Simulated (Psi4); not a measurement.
# BH3O3 (boric acid): DSD-PBEP86/def2-SVPD (density fitting for correlation)

Aim: the vertical singlet–triplet gap of BH3O3 (boric acid) at DSD-PBEP86/def2-SVPD (density fitting for correlation), from 2 runs. 

The results are computed with Psi4 1.11.

2 further runs of the same task are left out: 2 set aside as unsound or not needed.

## 1. Starting point

BH3O3 has 7 atoms, charge 0, and is taken as a singlet. As SMILES, `OB(O)O`. The coordinates come from a PBE0-D4/def2-TZVP relaxation.

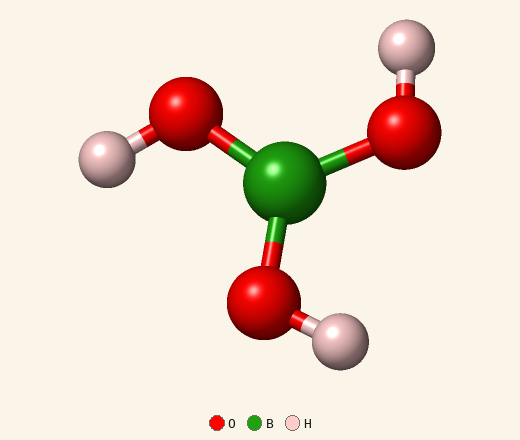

The structure, seen from a chosen angle (oxygen red, boron green, hydrogen pink).

## 2. A single-point energy at DSD-PBEP86/def2-SVPD (density fitting for correlation)

bh3o3.xyz

```xyz
7
BH3O3
O     -1.329950    -0.251650     0.184550
B      0.000000     0.000000    -0.000010
O      0.430260     1.279290    -0.210830
O      0.899670    -1.027640     0.026210
H     -1.506600    -1.184610     0.322580
H     -0.292710     1.910130    -0.207270
H      1.799320    -0.725540    -0.115220
```

run.py

```python
import psi4

psi4.set_memory('2200 MB')
psi4.set_num_threads(1)
psi4.core.set_output_file('psi4.out', False)

with open('bh3o3.xyz') as f:
    atoms = ''.join(f.readlines()[2:])
molecule = psi4.geometry('0 1\n' + atoms + 'symmetry c1\nno_reorient\nno_com')

psi4.set_options({
    'reference': 'rks',
    'puream': True,
    'e_convergence': 1e-09,
    'd_convergence': 1e-08,
    'scf_type': 'pk',
    'dft_radial_points': 99,
    'dft_spherical_points': 590,
    'num_frozen_docc': 4,
})

result = psi4.energy('dsd-pbep86/def2-SVPD')
print('E =', round(result, 9))
```

The run is started by

```sh
$ python run.py
```

psi4.out:

```text
[...]
  Running in c1 symmetry.
[...]
  Nuclear repulsion =  116.439590226249081
[...]
  Multiplicity = 1
[...]
  Nalpha       = 16
  Nbeta        = 16
[...]
    Number of basis functions: 113
[...]
   @RKS iter   1:  -251.30803296361202   -7.01423e-01   6.68996e-03 ADIIS/DIIS
[...]
   @RKS iter  10:  -251.52500352161752   -6.82121e-13   8.76833e-09 DIIS
[...]
    Orbital Energies [Eh]
    ---------------------
    Doubly Occupied:
       1A    -20.077762     2A    -20.077762     3A    -20.077705
       4A     -7.375216     5A     -1.277790     6A     -1.226415
       7A     -1.226411     8A     -0.717271     9A     -0.683726
      10A     -0.683720    11A     -0.546588    12A     -0.518198
      13A     -0.518195    14A     -0.505276    15A     -0.454616
      16A     -0.454613
[...]
  @RKS Final Energy:  -251.52500352161752
   => Energetics <=
    Nuclear Repulsion Energy =            116.4395902262490807
    One-Electron Energy =                -576.7758225460460153
    Two-Electron Energy =                 217.6441820132074838
    DFT Exchange-Correlation Energy =      -8.8329532150280912
    Empirical Dispersion Energy =           0.0000000000000000
    VV10 Nonlocal Energy =                  0.0000000000000000
    Total Energy =                       -251.5250035216175206
[...]
 Multipole Moments:
 ------------------------------------------------------------------------------------
     Multipole            Electronic (a.u.)      Nuclear  (a.u.)        Total (a.u.)
 ------------------------------------------------------------------------------------
 L = 1.  Multiply by 2.5417464519 to convert [e a0] to [Debye]
 Dipole X            :          0.0003265           -0.0002835            0.0000430
 Dipole Y            :          0.0000246           -0.0000378           -0.0000132
 Dipole Z            :          0.0011045           -0.0009827            0.0001218
 Magnitude           :                                                    0.0001299
[...]
```

The script printed:

```text
E = -251.874975211
```

Wall time 26 s (1 thread of AMD EPYC 7R43 (Zen 3), shared host); peak memory 0.82 GiB.

## 3. The triplet

job.in

```
memory 2200 mb

molecule molecule1 {
  0 3
  O     -1.329950    -0.251650     0.184550
  B      0.000000     0.000000    -0.000010
  O      0.430260     1.279290    -0.210830
  O      0.899670    -1.027640     0.026210
  H     -1.506600    -1.184610     0.322580
  H     -0.292710     1.910130    -0.207270
  H      1.799320    -0.725540    -0.115220
  units angstrom
  symmetry c1
  no_reorient
  no_com
}

set reference uks
set puream true
set e_convergence 1e-09
set d_convergence 1e-08
set scf_type pk
set dft_radial_points 99
set dft_spherical_points 590
set num_frozen_docc 4
set maxiter 100

E, wfn = energy("dsd-pbep86/def2-SVPD", return_wfn=True)
```

The run is started by

```sh
$ psi4 -n 1 job.in job.out
```

job.out:

```text
[...]
  Running in c1 symmetry.
[...]
  Nuclear repulsion =  116.439590226249081
[...]
  Multiplicity = 3
[...]
  Nalpha       = 17
  Nbeta        = 15
[...]
    Number of basis functions: 113
[...]
   @UKS iter   1:  -251.05577146525135   -4.49161e-01   5.18859e-03 DIIS/ADIIS
[...]
   @UKS iter  20:  -251.21461761008160   -9.49285e-12   8.44796e-09 DIIS
[...]
   @S^2 Observed:                2.064991294E+00
[...]
    Orbital Energies [Eh]
    ---------------------
    Alpha Occupied:
       1A    -20.268402     2A    -20.251638     3A    -20.123637
       4A     -7.466570     5A     -1.438708     6A     -1.402612
       7A     -1.286866     8A     -0.850224     9A     -0.819569
      10A     -0.758996    11A     -0.720237    12A     -0.667782
      13A     -0.663755    14A     -0.653780    15A     -0.563159
      16A     -0.517061    17A     -0.116908
    Alpha Virtual:
      18A      0.020423    19A      0.044867    20A      0.063466
      21A      0.105860    22A      0.112307    23A      0.115077
      24A      0.119162    25A      0.136009    26A      0.143240
[...]
  @UKS Final Energy:  -251.21461761008160
   => Energetics <=
    Nuclear Repulsion Energy =            116.4395902262490807
    One-Electron Energy =                -573.2124899849727626
    Two-Electron Energy =                 214.3200392122575977
    DFT Exchange-Correlation Energy =      -8.7617570636155211
    Empirical Dispersion Energy =           0.0000000000000000
    VV10 Nonlocal Energy =                  0.0000000000000000
    Total Energy =                       -251.2146176100816035
[...]
 Multipole Moments:
 ------------------------------------------------------------------------------------
     Multipole            Electronic (a.u.)      Nuclear  (a.u.)        Total (a.u.)
 ------------------------------------------------------------------------------------
 L = 1.  Multiply by 2.5417464519 to convert [e a0] to [Debye]
 Dipole X            :          0.3440669           -0.0002835            0.3437834
 Dipole Y            :         -0.1505292           -0.0000378           -0.1505670
 Dipole Z            :         -0.0196035           -0.0009827           -0.0205861
 Magnitude           :                                                    0.3758740
[...]
```

Run time: 71 s. Hardware: 1 thread of AMD EPYC 7R43 (Zen 3), shared host; peak memory 0.83 GiB.

## 4. Results

At DSD-PBEP86/def2-SVPD (density fitting for correlation), 4 core orbitals frozen:

| quantity | value |
| --- | --- |
| singlet: total energy | -251.87498 Eh |
| singlet: HOMO energy (SCF part's orbitals) | -12.37 eV |
| singlet: LUMO energy (SCF part's orbitals) | 0.97 eV |
| singlet: HOMO–LUMO gap (SCF part's orbitals) | 13.34 eV |
| triplet: total energy | -251.56516 Eh |
| triplet: HOMO energy (SCF part's orbitals) (highest over α and β) | -3.18 eV |
| triplet: ⟨S²⟩ | 2.065 |
| vertical energy of the triplet above the singlet | 8.430 eV |

**Reading.** At this shape the triplet lies 8.43 eV (813 kJ/mol) above the singlet.
